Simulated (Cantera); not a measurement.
Feed: 1 mol trisilylamine, 0.44 mol N₂, 0.13 mol NH₃, held at 2.50 mbar.

Cantera equilibrium calculation (NASA polynomials, part measured and part estimated; ideal gas, pure solids and liquids). Candidate condensed phases: Si, Si₃N₄; 18 gas species. The feed counts by its element totals alone. Mutual solubility and eutectic melting of coexisting phases are not modelled. The tables' values for SiN are old estimates; treat these amounts as uncertain. Gases not in the tables: Si₂H₆ and higher silanes. Equilibrium is a limit: real reactors are often held back by kinetics, nucleation or transport.

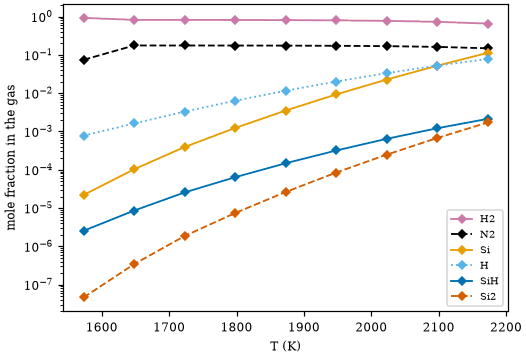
Figure: Equilibrium gas composition (values under 1e-9 drawn at 1e-9)

Task: Read off the mole fractions at 2098 K.

Result: H₂ about 0.73, N₂ about 0.16, H about 0.053, Si about 0.052, SiH about 0.0012, Si₂ about 0.00068.
